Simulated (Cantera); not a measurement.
Feed: 1 mol CHF3, 1.9 mol F2, equilibrated at 1000 Pa.

Method: chemical equilibrium by Gibbs-energy minimisation in Cantera with the NASA 1993 tables (ideal gas, pure condensed phases). Candidate condensed phases: C, C6H6, C7H8, C8H18; 95 gas species. Rates play no part.

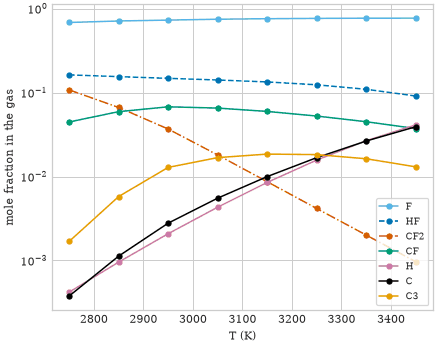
Equilibrium gas composition (values under 1e-9 drawn at 1e-9)

Q: Read off the mole fractions at 3350 K.

A: F about 0.77, HF about 0.11, CF about 0.045, H about 0.027, C about 0.026, C3 about 0.016, CF2 about 0.0020.
